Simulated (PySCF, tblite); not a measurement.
**ClFHSi radical, a cluster model of a defect (Si site with back bonds F, Cl, [H]): EPR parameters**

Wanted: the EPR parameters for `F[SiH]Cl`. It is drawn as: dangling bond.

Computed with tblite 0.8.0 and PySCF 2.14.0; each step states its level. No surroundings beyond the atoms listed, unless a continuum is named. Atoms count from 0, parts from 1.

## (1) Starting point

4 atoms, charge 0, multiplicity 2; geometry: distance geometry start.

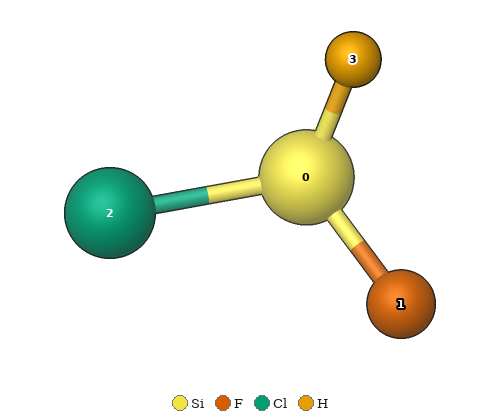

The starting geometry (silicon yellow, fluorine orange, chlorine teal, hydrogen amber), atoms numbered.

## (2) Geometry optimisation with GFN2-xTB

What the job is given:

```
{"job": {"kind": "relax", "xc": "GFN2-xTB", "basis": "xTB"}, "charge": 0, "multiplicity": 2}
Si    -1.003227     1.352164     0.130223
F     -0.247475     0.947771    -1.322966
Cl    -0.911294    -0.148287     1.621754
H     -0.820742     2.696581     0.560557
```

Method: GFN2-xTB geometry optimisation, gas phase.

Command:

```sh
> OMP_NUM_THREADS=1 python cluster_run.py task.json out
```

This one command runs all jobs of the session in turn.

What it wrote:

```text
step      E/eV     max force
  0    -314.35508    1.660
  1    -314.44239    1.121
  2    -314.54206    1.356
  3    -314.57908    1.239
  4    -314.64507    0.766
  5    -314.66142    0.474
  6    -314.67025    0.239
  7    -314.67177    0.134
  8    -314.67231    0.085
  9    -314.67281    0.112
 10    -314.67363    0.136
 11    -314.67464    0.137
 12    -314.67547    0.099
 13    -314.67576    0.030
 14    -314.67579    0.004
```

It took 0.14 s on 1 thread of Arm Neoverse V2, shared host.

Along the way:

| step | energy from step 0 (eV) | largest force (eV/Å) |
| --- | --- | --- |
| 0 | 0.0000 | 1.6606 |
| 1 | -0.0873 | 1.1211 |
| 2 | -0.1870 | 1.3559 |
| 3 | -0.2240 | 1.2382 |
| 4 | -0.2900 | 0.7658 |
| 5 | -0.3063 | 0.4733 |
| 6 | -0.3152 | 0.2387 |
| 7 | -0.3167 | 0.1341 |
| 8 | -0.3172 | 0.0851 |
| 9 | -0.3177 | 0.1119 |
| 10 | -0.3186 | 0.1363 |
| 11 | -0.3196 | 0.1371 |
| 12 | -0.3204 | 0.0993 |
| 13 | -0.3207 | 0.0299 |
| 14 | -0.3207 | 0.0041 |

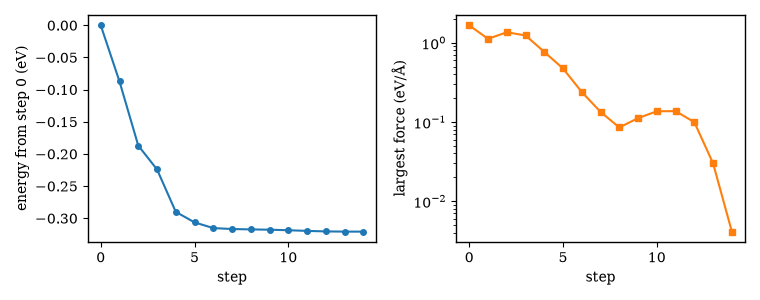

Energy and force, step by step.

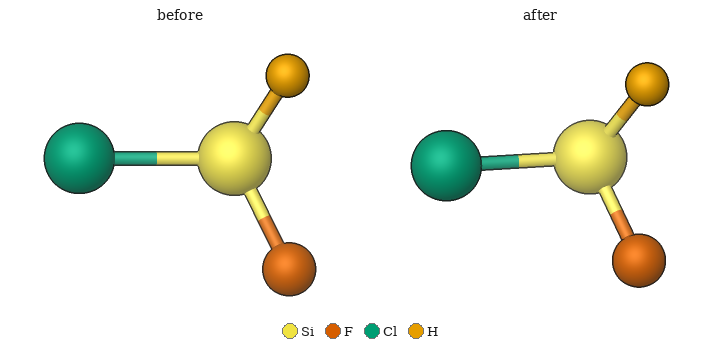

Before and after, at one scale.

Close pairs (by a distance rule), those that changed most:

| bond | before (Å) | after (Å) | change (Å) |
| --- | --- | --- | --- |
| Si0–Cl2 | 2.118 | 2.009 | -0.109 |
| Si0–F1 | 1.687 | 1.620 | -0.067 |
| Si0–H3 | 1.423 | 1.445 | +0.022 |

## (3) Geometry optimisation at PBE0-D3(BJ)/def2-SVP

What the job is given:

```
{"job": {"xc": "PBE0", "basis": "def2-SVP", "d3": "d3bj", "grid": 2, "kind": "geom", "shake": 0.01}, "charge": 0, "multiplicity": 2}
Si    -0.409931     0.090642    -0.112875
F      0.512071    -0.249044    -1.382173
Cl    -0.113660    -1.318952     1.241546
H      0.039281     1.447208     0.243349
```

What it wrote:

```text
step   0  E = -849.49867823  max force = 0.026665
step   1  E = -849.50293922  max force = 0.006008
step   2  E = -849.50313933  max force = 0.002819
step   3  E = -849.50316704  max force = 0.000631
step   4  E = -849.50317336  max force = 0.000200
optimisation converged
```

Wall time 8 s (1 thread of Arm Neoverse V2, shared host); peak memory 0.31 GiB.

Along the way:

| step | energy from step 0 (eV) | largest force component (eV/Å) |
| --- | --- | --- |
| 0 | 0.0000 | 1.3712 |
| 1 | -0.1159 | 0.3089 |
| 2 | -0.1214 | 0.1450 |
| 3 | -0.1221 | 0.0324 |
| 4 | -0.1223 | 0.0103 |

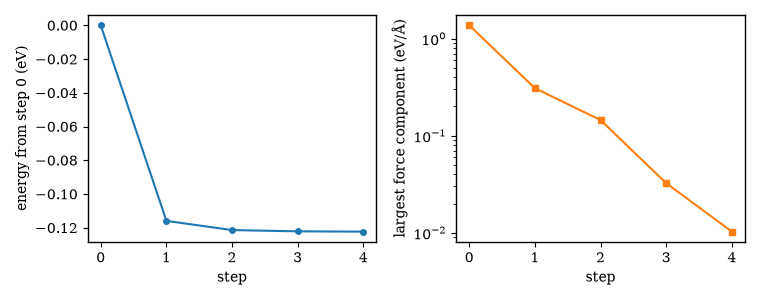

Energy and largest force along the relaxation.

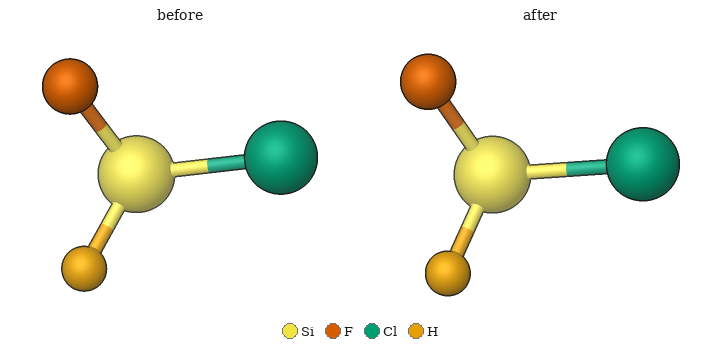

Before and after, at one scale.

Distances of close pairs at the start and the end, largest changes first:

| bond | before (Å) | after (Å) | change (Å) |
| --- | --- | --- | --- |
| Si0–Cl2 | 1.977 | 2.060 | +0.083 |
| Si0–H3 | 1.473 | 1.498 | +0.026 |
| Si0–F1 | 1.605 | 1.621 | +0.016 |

The end geometry stands in the next job.

| at the end point | value |
| --- | --- |
| point group (found at 0.08 Å tolerance) | C1 |
| rotational constants (GHz, main isotopes) | 22.691, 4.085, 3.532 |
| dipole moment (D) | 1.44 |
| ⟨S²⟩ | 0.752 |

## (4) g tensor and hyperfine couplings: B3LYP/IGLO-III+pcH-1

What the job is given:

```
{"job": {"kind": "epr"}, "charge": 0, "multiplicity": 2}
Si    -0.420156     0.073559    -0.128134
F      0.461023    -0.332747    -1.427155
Cl    -0.084594    -1.326853     1.344675
H      0.076048     1.404623     0.348810
```

Method: UKS B3LYP, IGLO-III on Cl F Si, pcH-1 on H, non-relativistic, mean-field spin-orbit, GIAO.

What it wrote:

```text
UKS, coarse grid
  cycle   1  E = -850.22433880  |g| = 4.57e-01
  cycle   2  E = -850.05783657  |g| = 8.65e-01
  cycle   3  E = -850.29317841  |g| = 6.24e-02
  cycle   4  E = -850.29412423  |g| = 4.26e-02
  cycle   5  E = -850.29488886  |g| = 4.89e-03
  cycle   6  E = -850.29489853  |g| = 1.86e-03
  cycle   7  E = -850.29490094  |g| = 3.98e-04
UKS, final grid
  cycle   1  E = -850.29494327  |g| = 3.57e-04
  cycle   2  E = -850.29494327  |g| = 4.08e-04
  cycle   3  E = -850.29494333  |g| = 8.39e-05
  cycle   4  E = -850.29494333  |g| = 1.51e-05
E = -850.29494333 Eh   <S^2> = 0.7518 (exact 0.7500)
g shifts (ppm)      1          2          3
  rmc          -187       -187       -187
  gc             65         24         66
  oz_so       -2136        -56       5393
  total       -2258       -218       5273
hyperfine (MHz)  atom isotope    a_iso     a_fc   dipolar eigenvalues
    0  29Si    -903.23    -904.28   -135.79     66.52     69.28
    1   19F     181.07     179.08   -122.13   -116.31    238.44
    2  35Cl      23.79      23.46    -21.70    -20.54     42.23
    3    1H     228.26     228.26     -5.64     -1.17      6.81
```

It took 8.9 s on 1 thread of Arm Neoverse V2, shared host; peak memory 0.43 GiB.

Principal g values 2.00006, 2.00210, 2.00759; g(iso) = 2.00325, against 2.00232 for a free electron.

Hyperfine couplings, nucleus by nucleus at this fixed geometry (no averaging over rotations):

| nuclei | isotope | a(iso) (MHz) | a(iso) (G, at g = 2.0023) | largest dipolar term (MHz) |
| --- | --- | --- | --- | --- |
| Si0 | 29Si | -903.2 | -322.3 | -135.8 |
| H3 | 1H | 228.3 | 81.4 | 6.8 |
| F1 | 19F | 181.1 | 64.6 | 238.4 |
| Cl2 | 35Cl | 23.8 | 8.5 | 42.2 |

Mulliken spin populations:

| atom | value (e) |
| --- | --- |
| Si0 | 0.78 |
| F1 | 0.02 |
| Cl2 | 0.09 |
| H3 | 0.12 |

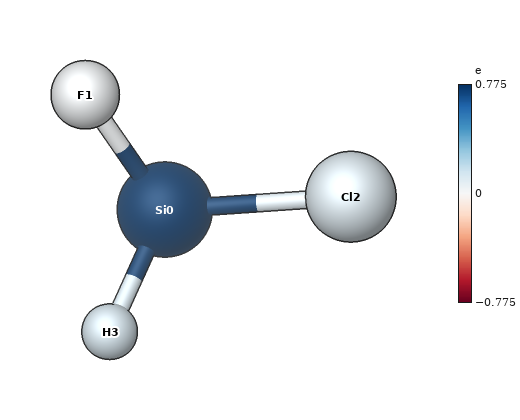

Mulliken spin populations, as colours on the atoms.

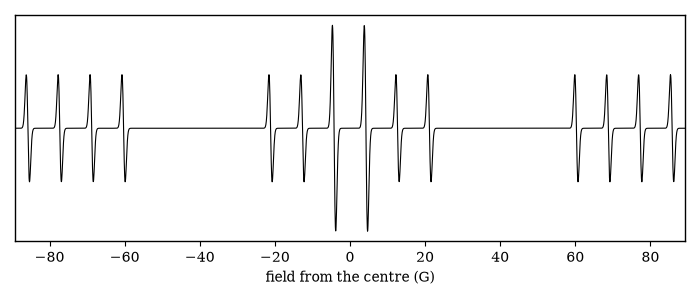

First-order isotropic spectrum (first derivative, main isotopes with spin only, couplings over 0.8 MHz, Gaussian width 0.4 G; couplings of the frozen geometry, rotation of groups not averaged beyond the rows shown).

Orbitals, density, ELF and potential are computed afterwards from the orbital file.

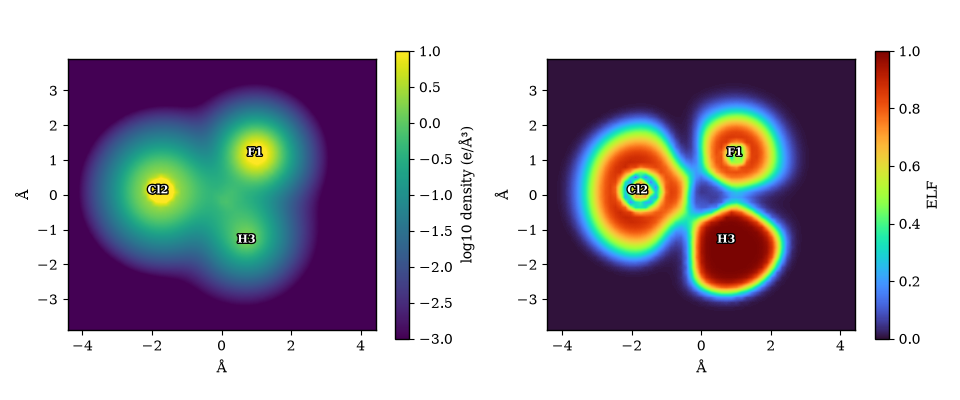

Density (left) and ELF (right) in a plane through or near 3 of the atoms.

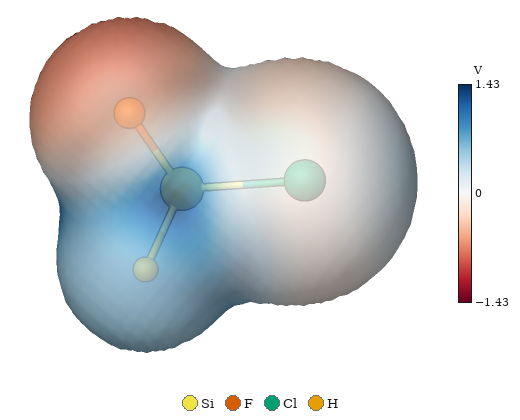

Electrostatic potential on the surface of density 0.002 e/bohr³; red is low, blue high. It runs from -0.72 V near F1 to 1.43 V near H3.

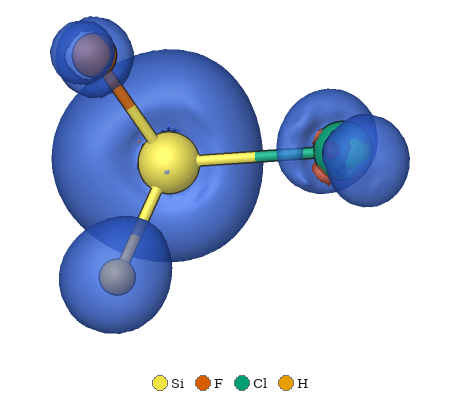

Spin density at ±0.03 e/Å³ (alpha excess blue, beta excess red).

## (5) EPR parameters: BHandHLYP/IGLO-III+pcH-1

Settings changed since step 4:

```diff
@@ -1,2 +1,2 @@
-{"job": {"kind": "epr"}, "charge": 0, "multiplicity": 2}
+{"job": {"kind": "epr", "xc": "BHandHLYP"}, "charge": 0, "multiplicity": 2}
 Si    -0.420156     0.073559    -0.128134
```

Method: UKS BHandHLYP, IGLO-III on Cl F Si, pcH-1 on H, non-relativistic, mean-field spin-orbit, GIAO.

What it wrote:

```text
UKS, coarse grid
  cycle   1  E = -850.15165737  |g| = 4.19e-01
  cycle   2  E = -850.13449206  |g| = 5.30e-01
  cycle   3  E = -850.21993046  |g| = 3.56e-02
  cycle   4  E = -850.22056331  |g| = 2.03e-02
  cycle   5  E = -850.22077278  |g| = 4.17e-03
  cycle   6  E = -850.22079407  |g| = 1.06e-03
  cycle   7  E = -850.22079590  |g| = 3.95e-04
UKS, final grid
  cycle   1  E = -850.22082303  |g| = 2.43e-04
  cycle   2  E = -850.22082310  |g| = 1.67e-04
  cycle   3  E = -850.22082312  |g| = 7.92e-05
  cycle   4  E = -850.22082313  |g| = 3.52e-05
  cycle   5  E = -850.22082314  |g| = 9.06e-06
E = -850.22082314 Eh   <S^2> = 0.7530 (exact 0.7500)
g shifts (ppm)      1          2          3
  rmc          -187       -187       -187
  gc             65         23         65
  oz_so       -2316        -21       4583
  total       -2438       -185       4460
hyperfine (MHz)  atom isotope    a_iso     a_fc   dipolar eigenvalues
    0  29Si    -940.03    -941.08   -142.19     68.97     73.22
    1   19F     209.60     207.85   -117.74   -111.14    228.88
    2  35Cl      26.88      26.60    -21.03    -19.45     40.48
    3    1H     228.02     228.01     -5.43     -0.84      6.27
```

It took 8.6 s on 1 thread of Arm Neoverse V2, shared host; peak memory 0.45 GiB.

In short: g(iso) 2.00293.

## (6) Comparing the runs: EPR parameters

g, ⟨S²⟩ and isotropic hyperfine couplings (MHz), with basis size and wall time:

| run | g(iso) | ⟨S²⟩ | 29Si Si0 | 1H H3 | 19F F1 | 35Cl Cl2 | functions | time |
| --- | --- | --- | --- | --- | --- | --- | --- | --- |
| B3LYP/IGLO-III+pcH-1 | 2.00325 | 0.752 | -903.2 | 228.3 | 181.1 | 23.8 | 133 | 8.9 s |
| BHandHLYP/IGLO-III+pcH-1 | 2.00293 | 0.753 | -940.0 | 228.0 | 209.6 | 26.9 | 133 | 8.6 s |

## (7) What came out

| quantity | value |
| --- | --- |
| point group | C1 |
| rotational constants (main isotopes) | 22.69, 4.09, 3.53 GHz |
| g(iso) (B3LYP) | 2.00325 |
| ⟨S²⟩ | 0.752 (exact 0.75) |
| largest a(iso) | 29Si on Si0, -903.2 MHz |
| surface potential, least and greatest | -0.72 V and 1.43 V |

In words: Relaxing lowered the energy by 0.122 eV in 4 steps; the close pair that moved most is Si0–Cl2, from 1.977 to 2.060 Å (PBE0/def2-SVP). No frequency check was run at this level, so the end point may be a saddle. Most of the unpaired spin sits on Si0 (0.78 e). The isotropic g lies 0.9 ppt above the free-electron value. The coupling of 29Si on Si0 runs from -940.0 (BHandHLYP/IGLO-III+pcH-1) to -903.2 MHz (B3LYP/IGLO-III+pcH-1).
